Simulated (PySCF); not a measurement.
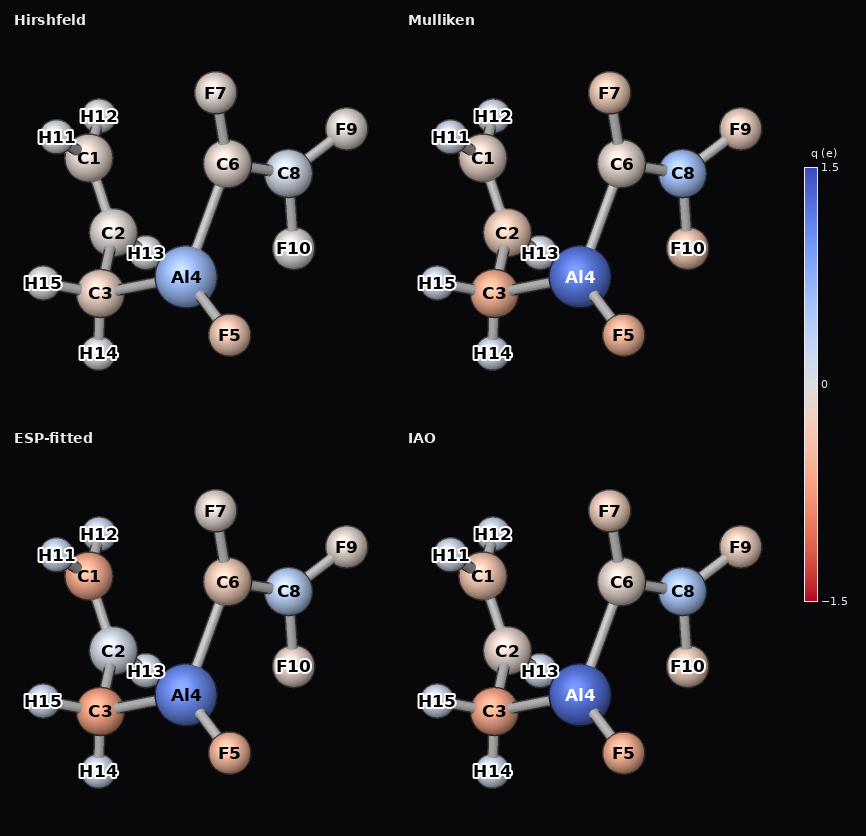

Atomic charges of one calculation by 4 schemes, on one colour scale. The computed structure is the end point of a GFN2-xTB optimisation. No frequency run is at hand to confirm it as a minimum. Method: PBE0/pcSseg-1 (PySCF 2.14.0).

Question: On which atom do the schemes disagree most?

Answer: On Al4 (from 0.58 to 1.22 e).

List the charges (e), one line for each set of equivalent atoms.

```
atom  Hirshfeld  Mulliken  ESP-fitted    IAO
  C1      −0.11     −0.15       −0.58  −0.33
  C2      −0.05     −0.26        0.11  −0.13
  C3      −0.20     −0.55       −0.66  −0.62
 Al4       0.58      1.18        1.04   1.22
  F5      −0.31     −0.50       −0.48  −0.56
  C6      −0.10     −0.10       −0.29  −0.11
  F7      −0.09     −0.26       −0.09  −0.25
  C8       0.13      0.52        0.33   0.46
  F9      −0.05     −0.22       −0.10  −0.21
 F10      −0.02     −0.31       −0.15  −0.24
 H11       0.04      0.11        0.22   0.14
 H12       0.05      0.12        0.20   0.15
 H13       0.05      0.12        0.09   0.15
 H14       0.04      0.16        0.17   0.16
 H15       0.04      0.16        0.18   0.16
```

The geometry is semi-empirical. Around Al such bond lengths and angles can be off by a tenth of an ångström or more and by several degrees, and values that hang on the shape move with them.
